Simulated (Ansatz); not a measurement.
The figure comes from a scan of CrO₂ (rutile): one Cr atom of a 6-atom cell moves by s along Cartesian z, with its periodic images. Level of theory: r2SCAN (plane waves to 500 eV, PAW, scalar-relativistic; Ansatz, a first-principles code). k mesh 9×9×13 (Γ-centred), Fermi-Dirac smearing 0.05 eV. The energy includes the smearing's −TS. With partly filled bands, energies and forces of such displacements shift with the k mesh and the smearing. CrO2 is run spin-polarised and with no Hubbard U. CrO2 was relaxed with its symmetry unable to fall. Relaxed CrO2 ends ferromagnetic. Other magnetic orders were not checked, so this need not be the ground state. ΔE is measured from the undisplaced structure.

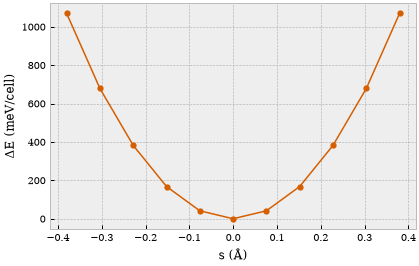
Figure: ΔE (meV/cell) against s (Å); computed points joined by lines.

### Question
List the plotted points as numbers.

### Answer
To the nearest 20:

| s (Å) | ΔE (meV/cell) |
|---|---|
| -0.380 | 1060 |
| -0.304 | 680 |
| -0.228 | 380 |
| -0.152 | 160 |
| -0.076 | 40 |
| 0.000 | 0 |
| 0.076 | 40 |
| 0.152 | 160 |
| 0.228 | 380 |
| 0.304 | 680 |
| 0.380 | 1060 |

(For displaced atoms, the force is minus the slope of the energy, and its curvature is a force constant, which sets phonon frequencies.)
